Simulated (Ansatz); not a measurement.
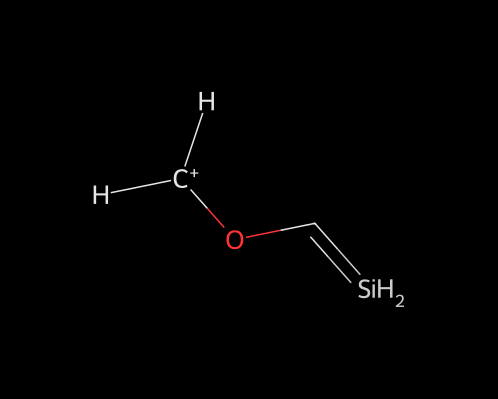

Simulated data, not a measurement (program: Ansatz).

2D structure. The species has charge +1 and is a spin singlet.

Question: Give its SMILES.

Answer: [CH2+]OC=[SiH2]

Question: Give the formula, hydrogens included.

Answer: C2H5OSi, charge +1.

Question: An optimisation with PBE0-D4/def2-TZVP gave a structure of which point group?

Answer: Cs. Other conformers may differ.
